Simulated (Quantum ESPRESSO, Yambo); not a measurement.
# BaTiO3 (P4mm): G0W0 in Yambo against the bands, part 2 of 2

Aim: move the bands of a G0W0 run on BaTiO3 (P4mm) over a wide range.

Yambo 5.3.0; PBE and many-body steps on it, plane waves. Known limits of the many-body steps: not at the basis limit; no spin-orbit coupling; coarse k mesh.

So far. Step 4 (87 bands): Against the run before, the gap moves by −0.033 eV.

The database entry behind the starting cell differs from later determinations by our own check (c/a about 0.6 % short), so it need not match the best structure at ambient conditions.

## (5) 144 bands

Level of this step: G0W0 on PBE, plane waves, norm-conserving pseudopotentials (Yambo).

Input file gw4.in:

```
HF_and_locXC
gw0
dyson
ppa
em1d
rim_cut
RandQpts= 1000000
RandGvec= 1 RL
EXXRLvcs= 76 Ry
VXCRLvcs= 304 Ry
Chimod= "HARTREE"
% BndsRnXp
 1 | 144 |
%
NGsBlkXp= 9 Ry
% LongDrXp
 1 | 1 | 1 |
%
% GbndRnge
 1 | 144 |
%
DysSolver= "n"
ExtendOut
PPAPntXp= 27.21138 eV
% QPkrange
 18 | 18 | 19 | 22 |
 1 | 1 | 19 | 22 |
%
```

Launch:

```bash
$ OMP_NUM_THREADS=1 mpirun -n 8 yambo -F gw4.in -J gw4 -C gw4 > gw4.log
```

What it wrote:

```text
 Yambo, version 5.3.0

 [02] CORE Variables Setup
 =========================

  [... cell, symmetries and grids as in the set-up ...]

  [02.05] Energies & Occupations
  ==============================

  [X] === General ===
  [X] Electronic Temperature                        :  0.000000  0.000000 [eV K]
  [X] Bosonic    Temperature                        :  0.000000  0.000000 [eV K]
  [X] Finite Temperature mode                       : no
  [X] El. density                                   :  0.62226E+24 [cm-3]
[...]
QP @ state[ 1 ] b range                          :  19  22
   QP @ state[ 2 ] K range                          :  18  18
   QP @ state[ 2 ] b range                          :  19  22
   GF energies kind                                 : Perdew, Burke & Ernzerhof(X)+Perdew, Burke & Ernzerhof(C)
   GF WF`s kind                                     : Perdew, Burke & Ernzerhof(X)+Perdew, Burke & Ernzerhof(C)
   Xs energies kind                                 : Perdew, Burke & Ernzerhof(X)+Perdew, Burke & Ernzerhof(C)
   Xs WF`s kind                                     : Perdew, Burke & Ernzerhof(X)+Perdew, Burke & Ernzerhof(C)

 [11] Game Over & Game summary
```

Wall time 2.2 min (8 MPI ranks of Arm Neoverse V2, shared host); peak memory 4.4 GiB.

This step gave:

```
G0W0 gap on the points computed              : 3.313 eV
starting gap on the mesh                     : 1.850 eV
k of the valence top                         : -0.5, -0.5, -0.5
k of the conduction bottom                   : 0, 0, 0
least direct G0W0 gap on the computed points : 3.675 eV
```

Against the run before, the gap moves by −0.048 eV.

## (6) 211 bands

gw5.in, as its differences from gw4.in of step 5:

```diff
@@ -12,3 +12,3 @@
 % BndsRnXp
- 1 | 144 |
+ 1 | 211 |
 %
@@ -19,3 +19,3 @@
 % GbndRnge
- 1 | 144 |
+ 1 | 211 |
 %
```

Launch:

```bash
$ OMP_NUM_THREADS=1 mpirun -n 8 yambo -F gw5.in -J gw5 -C gw5 > gw5.log
```

What it wrote:

```text
 Yambo, version 5.3.0

 [02] CORE Variables Setup
 =========================

  [... cell, symmetries and grids as in the set-up ...]

  [02.05] Energies & Occupations
  ==============================

  [X] === General ===
  [X] Electronic Temperature                        :  0.000000  0.000000 [eV K]
  [X] Bosonic    Temperature                        :  0.000000  0.000000 [eV K]
  [X] Finite Temperature mode                       : no
  [X] El. density                                   :  0.62226E+24 [cm-3]
[...]
QP @ state[ 1 ] b range                          :  19  22
   QP @ state[ 2 ] K range                          :  18  18
   QP @ state[ 2 ] b range                          :  19  22
   GF energies kind                                 : Perdew, Burke & Ernzerhof(X)+Perdew, Burke & Ernzerhof(C)
   GF WF`s kind                                     : Perdew, Burke & Ernzerhof(X)+Perdew, Burke & Ernzerhof(C)
   Xs energies kind                                 : Perdew, Burke & Ernzerhof(X)+Perdew, Burke & Ernzerhof(C)
   Xs WF`s kind                                     : Perdew, Burke & Ernzerhof(X)+Perdew, Burke & Ernzerhof(C)

 [11] Game Over & Game summary
```

Elapsed: 3.3 min, on 8 MPI ranks; peak memory 5.4 GiB.

Numbers from this step:

* G0W0 gap on the points computed: 3.282 eV
* starting gap on the mesh: 1.850 eV
* k of the valence top: -0.5, -0.5, -0.5
* k of the conduction bottom: 0, 0, 0
* least direct G0W0 gap on the computed points: 3.647 eV

Against the run before, the gap moves by −0.031 eV.

## (7) 288 bands

gw6.in, as its differences from gw5.in of step 6:

```diff
@@ -12,3 +12,3 @@
 % BndsRnXp
- 1 | 211 |
+ 1 | 288 |
 %
@@ -19,3 +19,3 @@
 % GbndRnge
- 1 | 211 |
+ 1 | 288 |
 %
```

Launch:

```bash
$ OMP_NUM_THREADS=1 mpirun -n 8 yambo -F gw6.in -J gw6 -C gw6 > gw6.log
```

What it wrote:

```text
 Yambo, version 5.3.0

 [02] CORE Variables Setup
 =========================

  [... cell, symmetries and grids as in the set-up ...]

  [02.05] Energies & Occupations
  ==============================

  [X] === General ===
  [X] Electronic Temperature                        :  0.000000  0.000000 [eV K]
  [X] Bosonic    Temperature                        :  0.000000  0.000000 [eV K]
  [X] Finite Temperature mode                       : no
  [X] El. density                                   :  0.62226E+24 [cm-3]
[...]
QP @ state[ 1 ] b range                          :  19  22
   QP @ state[ 2 ] K range                          :  18  18
   QP @ state[ 2 ] b range                          :  19  22
   GF energies kind                                 : Perdew, Burke & Ernzerhof(X)+Perdew, Burke & Ernzerhof(C)
   GF WF`s kind                                     : Perdew, Burke & Ernzerhof(X)+Perdew, Burke & Ernzerhof(C)
   Xs energies kind                                 : Perdew, Burke & Ernzerhof(X)+Perdew, Burke & Ernzerhof(C)
   Xs WF`s kind                                     : Perdew, Burke & Ernzerhof(X)+Perdew, Burke & Ernzerhof(C)

 [11] Game Over & Game summary
```

It took 4.8 min on 8 MPI ranks; peak memory 6.6 GiB.

This step gave:

```yaml
g0w0_gap_on_the_points_computed: 3.262 eV
starting_gap_on_the_mesh: 1.850 eV
k_of_the_valence_top: -0.5, -0.5, -0.5
k_of_the_conduction_bottom: 0, 0, 0
least_direct_g0w0_gap_on_the_computed_points: 3.626 eV
```

Against the run before, the gap moves by −0.021 eV.

## (8) Side by side

Times are wall times on 8 MPI ranks of Arm Neoverse V2, shared host, good to a factor of about two.

| run | mesh | bands | screening cutoff (eV) | DFT gap (eV) | gap on the mesh (eV) | direct (eV) | time |
| --- | --- | --- | --- | --- | --- | --- | --- |
| 35 bands | 4×4×4 | 35 | 122.5 | 1.850 | 3.557 | 3.917 | 25 s |
| 53 bands | 4×4×4 | 53 | 122.5 | 1.850 | 3.394 | 3.748 | 43 s |
| 87 bands | 4×4×4 | 87 | 122.5 | 1.850 | 3.361 | 3.730 | 78 s |
| 144 bands | 4×4×4 | 144 | 122.5 | 1.850 | 3.313 | 3.675 | 2.2 min |
| 211 bands | 4×4×4 | 211 | 122.5 | 1.850 | 3.282 | 3.647 | 3.3 min |
| 288 bands | 4×4×4 | 288 | 122.5 | 1.850 | 3.262 | 3.626 | 4.8 min |

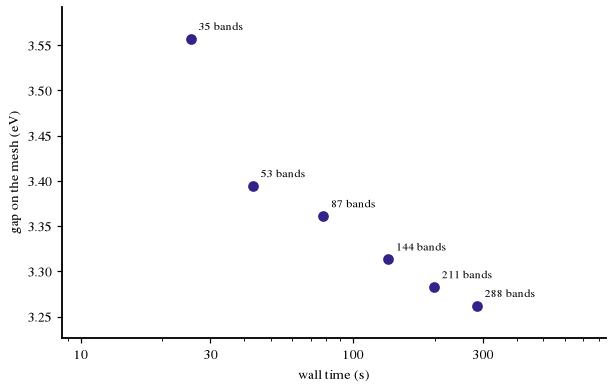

Result against wall time.

## (9) Results

| Quantity | Value |
| --- | --- |
| 35 bands | 3.557 eV |
| 53 bands | 3.394 eV |
| 87 bands | 3.361 eV |
| 144 bands | 3.313 eV |
| 211 bands | 3.282 eV |
| 288 bands | 3.262 eV |
| known limits | not at the basis limit; no spin-orbit coupling; coarse k mesh |

The setting moved: bands. From 35 bands to 288 bands the gap moves by −0.30 eV, for 11 times the time. The last step still moves it by −0.021 eV. Bands and screening cutoff are coupled, so a series along one setting does not show full convergence. Bands and cutoff are finite, so the gap is not at the basis limit. The miss can reach some tenths of an eV and take either sign; the mesh is an error of its own. In the G0W0 runs levels were corrected at 2 k points alone, so a gap called «on the mesh» is the least over those, and an edge elsewhere would be missed. The 4×4×4 mesh is coarse for this cell, which bears on the long-range parts of exchange and screening. The many-body steps are scalar-relativistic: spin-orbit coupling is not in them.

[Paths, hosts, dates, memory and timing lines, banners, echoed tables and standing remarks are left out of the program output.]

[Logs are printed without paths, hosts, clocks, repeated set-up lines and the standing remarks that a program may print on its own settings, such as how far it seeks lower states.]

[Runs of the session that timed out or met a known fault of the program may be left out.]

[Hosts, paths, dates, database ids (printed as entryN), source tags and the programs' standing remarks are cut or masked in the printed files.]
